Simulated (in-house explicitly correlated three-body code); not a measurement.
**Two electrons around a charge of +2.5 with a centre of 15 electron masses: exact states**

Aim: the lowest states of two electrons around a charge of +2.5 with a centre of 15 electron masses to near-exact accuracy, with their sizes and correlation.

Program: in-house explicitly correlated three-body code version 1. Level of theory: two electrons, non-relativistic, variational in exponentially correlated functions. These are calculated values, not measurements, unless marked.

## (1) What is computed

| Quantity | Value |
| --- | --- |
| charge of the centre | +2.5 |
| mass of the centre | 15 electron masses |
| interactions | Coulomb |
| basis | 260 functions exp(−a r1 − b r2 − g r12) a state, exponent ranges optimised |
| units | hartree and bohr; relativity and QED are left out |

## (2) The variational calculation

Settings:

```ini
Z = 2.5
nuclear_mass = 15.0
interaction_strength = 1.0
functions = 260
states_tried = 13
```

The run is started by

```bash
$ python run_hyl.py task.json out
```

From the run's result record (rounded, not every field):

```text
{
  "status": "converged",
  "states [hartree, bohr]": [
    {"name": "1 1S", "E": -4.529172171788, "change": 1.2e-09, "T": 4.5291721657, "inv_r": 2.048985984, "inv_r12": 1.18658558, "r": 0.757256861, "r2": 0.784914561, "r12": 1.13507843, "r12_2": 1.6033387, "cos": -0.02977054, "p1p2": 0.10749535, "d1": 3.116592, "d12": 0.21931},
    {"name": "2 3S", "E": -3.268285041766, "change": 8.2e-11, "T": 3.2682850418, "inv_r": 1.375995486, "inv_r12": 0.3434073445, "r": 2.00554858, "r2": 6.90381772, "r12": 3.45268006, "r12_2": 13.8104656, "cos": -0.003930922, "p1p2": -0.0012160261, "d1": 2.154923, "d12": 0.0},
    {"name": "2 1S", "E": -3.222701423927, "change": 2e-09, "T": 3.2227014093, "inv_r": 1.357306553, "inv_r12": 0.3411299325, "r": 2.25422918, "r2": 8.98569738, "r12": 3.93246708, "r12_2": 18.0002551, "cos": -0.008607267, "p1p2": -0.019039956, "d1": 2.134242, "d12": 0.023505},
    {"name": "2 3P", "E": -3.220969354282, "change": 1.2e-08, "T": 3.2209693993, "inv_r": 1.36506749, "inv_r12": 0.3833986974, "r": 1.89180935, "r2": 6.28212512, "r12": 3.2483602, "r12_2": 12.695434, "cos": -0.04378939, "p1p2": -0.19736428, "d1": 2.011333, "d12": 0.0},
    {"name": "2 1P", "E": -3.183939922678, "change": 2e-09, "T": 3.1839399003, "inv_r": 1.339921745, "inv_r12": 0.3317289017, "r": 2.18742768, "r2": 8.58264187, "r12": 3.78903625, "r12_2": 17.1222688, "cos": 0.009238122, "p1p2": 0.072789804, "d1": 2.058265, "d12": 0.0021652},
    {"name": "3 3S", "E": -3.067055817479, "change": 1.3e-09, "T": 3.0670558443, "inv_r": 1.257961869, "inv_r12": 0.1556976815, "r": 4.42966965, "r2": 38.6465023, "r12": 8.25129921, "r12_2": 77.2646034, "cos": 0.0002711129, "p1p2": -0.0063422657, "d1": 2.076889, "d12": 0.0},
    {"name": "3 1S", "E": -3.05518968335, "change": 1.3e-08, "T": 3.0551903097, "inv_r": 1.252922223, "inv_r12": 0.1542311232, "r": 4.80944467, "r2": 46.0489466, "r12": 9.00645384, "r12_2": 92.0746312, "cos": -0.001263359, "p1p2": -0.01035396, "d1": 2.072931, "d12": 0.0068048},
    {"name": "3 3P", "E": -3.054891688946, "change": 5.8e-08, "T": 3.0548886808, "inv_r": 1.254786139, "inv_r12": 0.1641503261, "r": 4.46009375, "r2": 39.8560677, "r12": 8.31762613, "r12_2": 79.7109432, "cos": -0.009569229, "p1p2": -0.054838057, "d1": 2.040109, "d12": 0.0},
    {"name": "3 1P", "E": -3.044064873484, "change": 5e-08, "T": 3.0440649718, "inv_r": 1.247811684, "inv_r12": 0.1509285761, "r": 4.88719963, "r2": 48.2486629, "r12": 9.15873451, "r12_2": 96.4533134, "cos": 0.004339085, "p1p2": 0.018840461, "d1": 2.051592, "d12": 0.0007706},
    {"name": "4 3S", "E": -3.003842668427, "change": 1.6e-08, "T": 3.0038461358, "inv_r": 1.219143584, "inv_r12": 0.08802911776, "r": 7.91621806, "r2": 130.118001, "r12": 15.209342, "r12_2": 260.19166, "cos": 0.0007472888, "p1p2": -0.0048441144, "d1": 2.059963, "d12": 0.0},
    {"name": "4 1S", "E": -2.999100877265, "change": 2e-08, "T": 2.9991014201, "inv_r": 1.217092678, "inv_r12": 0.08726109014, "r": 8.42870699, "r2": 148.211103, "r12": 16.2325858, "r12_2": 296.379676, "cos": 6.142669e-05, "p1p2": -0.0063368783, "d1": 2.058883, "d12": 0.0028254}
  ],
  "threshold [hartree]": -2.9296875,
  "transitions": [
    ["1 1S", "2 1P", 1.3452323, 0.4191937],
    ["1 1S", "3 1P", 1.4851073, 0.09998455],
    ["2 1S", "2 1P", 0.038761501, 13.89731],
    ["2 1S", "3 1P", 0.17863655, 1.575293],
    ["3 1S", "2 1P", -0.12875024, 1.689217],
    ["3 1S", "3 1P", 0.01112481, 81.35565],
    ["4 1S", "2 1P", -0.18483905, 0.2164707],
    ["4 1S", "3 1P", -0.044963996, 10.13179],
    ["2 3S", "2 3P", 0.047315688, 10.15507],
    ["2 3S", "3 3P", 0.21339335, 1.370417],
    ["3 3S", "2 3P", -0.15391354, 1.16347],
    ["3 3S", "3 3P", 0.012164128, 67.54592],
    ["4 3S", "2 3P", -0.21712669, 0.1507771],
    ["4 3S", "3 3P", -0.051049021, 7.913428]
  ]
}
```

«change» is the move of the energy from 170 to 260 functions; states that moved too far are left out. d1 and d12 are the expectation values of δ(r1) and δ(r12).

Run time: 34 s. Hardware: 1 thread of Intel Xeon Platinum 8375C at 2.90GHz (Ice Lake), shared host.

## (3) Levels

Binding counts from the one-electron threshold at -2.929688 hartree:

| state | binding (eV) | excitation (eV) | ⟨r⟩ | ⟨r12⟩ (bohr) | ⟨cos θ12⟩ |
| --- | --- | --- | --- | --- | --- |
| 1 ¹S | 43.5242 | 0 | 0.7573 | 1.135 | -0.0298 |
| 2 ³S | 9.21371 | 34.3105 | 2.006 | 3.453 | -0.0039 |
| 2 ¹S | 7.97332 | 35.5509 | 2.254 | 3.932 | -0.0086 |
| 2 ³P | 7.92618 | 35.5980 | 1.892 | 3.248 | -0.0438 |
| 2 ¹P | 6.91856 | 36.6056 | 2.187 | 3.789 | 0.0092 |
| 3 ³S | 3.73798 | 39.7862 | 4.430 | 8.251 | 0.0003 |
| 3 ¹S | 3.41509 | 40.1091 | 4.809 | 9.006 | -0.0013 |
| 3 ³P | 3.40698 | 40.1172 | 4.460 | 8.318 | -0.0096 |
| 3 ¹P | 3.11237 | 40.4118 | 4.887 | 9.159 | 0.0043 |
| 4 ³S | 2.01786 | 41.5063 | 7.916 | 15.21 | 0.0007 |
| 4 ¹S | 1.88883 | 41.6354 | 8.429 | 16.23 | 0.0001 |

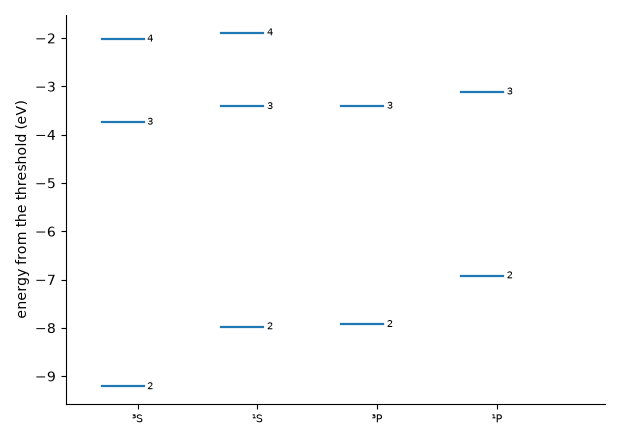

Excited levels under the threshold, term by term; numbers give n.

## (4) Outcome

| quantity | value |
| --- | --- |
| ground-state energy | -4.52917217 hartree |
| binding of the second electron | 43.524 eV |
| ⟨r12⟩, ⟨cos θ12⟩ | 1.135 bohr, -0.0298 |

**Reading.** The second electron is bound by 43.52 eV, and the mean cosine of -0.030 shows the electrons leaning only slightly to opposite sides. The virial ratio −T/E is 1.0000000, where an exact Coulomb state gives 1. Exchange puts 2 ³S 1.24 eV under 2 ¹S.
